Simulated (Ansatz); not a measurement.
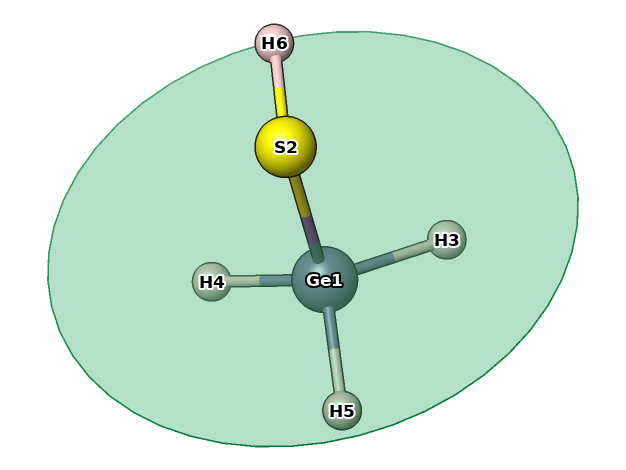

A disc through the centre of mass is drawn in. Distant atoms are faded towards the background colour. The computed structure is the end point of a PBE0-D4/def2-TZVP optimisation.

Q: Is the plane of the disc a mirror plane of the structure?

A: No. The point group is Cs, with 1 mirror plane, and this plane isn't one of its mirror planes.
